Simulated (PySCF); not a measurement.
**Run report: Ge2H3OF, spin–spin coupling calculation**

- system: Ge2H3OF, SMILES [F][Ge][O][GeH3]
- method: B3LYP/pcJ-1 Ge:pcSseg-1 indirect spin-spin coupling, non-relativistic, gas phase (PySCF 2.14.0)

The geometry comes from this level: PBE0-D3(BJ)/def2-SVP.

Figures and captions count atoms from 1; the log counts them from 0 in places.

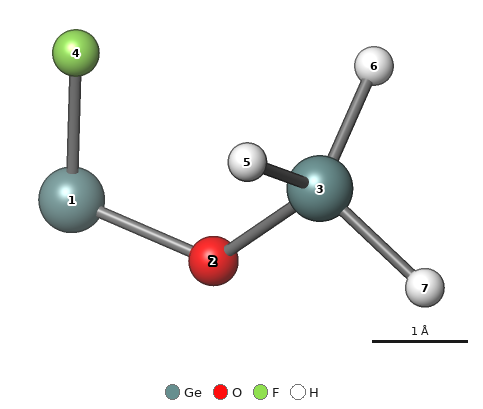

Fig. 1: The structure (ball-and-stick view, seen at a tilt; atoms are numbered from 1 in the order of the input). Sticks mark near contacts. Bond lengths as drawn: F–Ge 1.78 Å, Ge–H 1.54 Å and Ge–O 1.76 to 1.80 Å.

**Results in brief**

| quantity | value |
| --- | --- |
| outcome | converged |
| total energy | −4330.631850 hartree |
| HOMO | −8.12 eV |
| LUMO | −2.28 eV |
| dipole moment | 0.73 D |
| hardware | 1 CPU thread, shared host |
| wall time | 33 s |
| peak memory | 0.82 GiB |

Spin–orbit coupling is left out, which matters for the heavy atoms.

**Input file**
```
{"job": {"kind": "j", "xc": "B3LYP", "basis": "pcJ-1"}, "charge": 0, "multiplicity": 1}
Ge     2.096145    -0.932443    -0.503610
O      0.360211    -0.869907    -0.800361
Ge    -0.882131     0.170515    -0.010250
F      2.118979     0.317662     0.757490
H     -0.537204     1.646498    -0.261210
H     -0.922642    -0.154059     1.490930
H     -2.202734    -0.212275    -0.695843
```

The first line tells a small driver script what to run in PySCF; the rest is the geometry in Å.

Launch command:
```bash
OMP_NUM_THREADS=1 python <driver script> task.json out
```

**What the program printed**
```
coarse grid: 32728 points
cycle   1  E = -4330.3334520323  dE = -1.106e+00  |g| = 1.671e+00  |ddm| = 2.513e+00
cycle   2  E = -4328.9628721799  dE =  1.371e+00  |g| = 3.029e+00  |ddm| = 2.452e+00
cycle   3  E = -4330.5230745712  dE = -1.560e+00  |g| = 7.646e-01  |ddm| = 2.080e+00
cycle   4  E = -4330.6264081655  dE = -1.033e-01  |g| = 1.929e-01  |ddm| = 5.241e-01
cycle   5  E = -4330.6291722600  dE = -2.764e-03  |g| = 1.332e-01  |ddm| = 1.694e-01
cycle   6  E = -4330.6317197293  dE = -2.547e-03  |g| = 1.909e-02  |ddm| = 7.140e-02
cycle   7  E = -4330.6317793890  dE = -5.966e-05  |g| = 2.746e-03  |ddm| = 1.521e-02
cycle   8  E = -4330.6317808559  dE = -1.467e-06  |g| = 6.441e-04  |ddm| = 3.066e-03
final grid: 65008 points
cycle   9  E = -4330.6318502150  dE = -5.064e-08  |g| = 9.917e-04  |ddm| = 1.459e-03
cycle  10  E = -4330.6318498491  dE =  3.659e-07  |g| = 1.797e-03  |ddm| = 1.817e-03
cycle  11  E = -4330.6318503491  dE = -5.000e-07  |g| = 3.533e-04  |ddm| = 1.140e-03
cycle  12  E = -4330.6318503678  dE = -1.873e-08  |g| = 2.947e-05  |ddm| = 2.053e-04
cycle  13  E = -4330.6318503680  dE = -1.783e-10  |g| = 9.777e-06  |ddm| = 2.942e-05
```

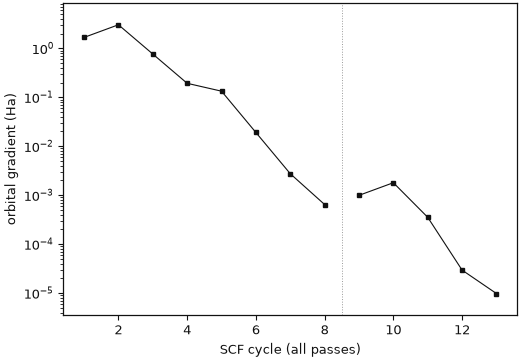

Fig. 2: Convergence of the self-consistent field: orbital gradient against the SCF cycle. The dotted line marks the change from a coarse to the final integration grid. The first 8 cycles use a coarse grid, the final grid takes over at cycle 9, and the field converges after 13 cycles in all.

```
converged SCF energy = -4330.6318503680

Indirect spin-spin couplings (Hz)
  i      j    bonds     total        FC       PSO       DSO        SD
  1 O    3 F    2     33.648    -4.483    38.870     0.006    -0.745
  1 O    4 H    2     -2.560    -2.740    -0.161     0.257     0.084
  1 O    5 H    2     -2.741    -2.917    -0.160     0.253     0.084
  1 O    6 H    2    -15.060   -15.142    -0.130     0.164     0.049
  3 F    4 H    4      1.816     1.151    -0.804     1.391     0.078
  3 F    5 H    4      1.542     0.913    -0.769     1.321     0.076
  3 F    6 H    4      5.230     7.680     0.378    -2.792    -0.037
  4 H    5 H    2     23.201    26.463     1.105    -4.425     0.058
  4 H    6 H    2     25.896    29.141     1.149    -4.453     0.060
  5 H    6 H    2     25.758    29.013     1.153    -4.468     0.060
```
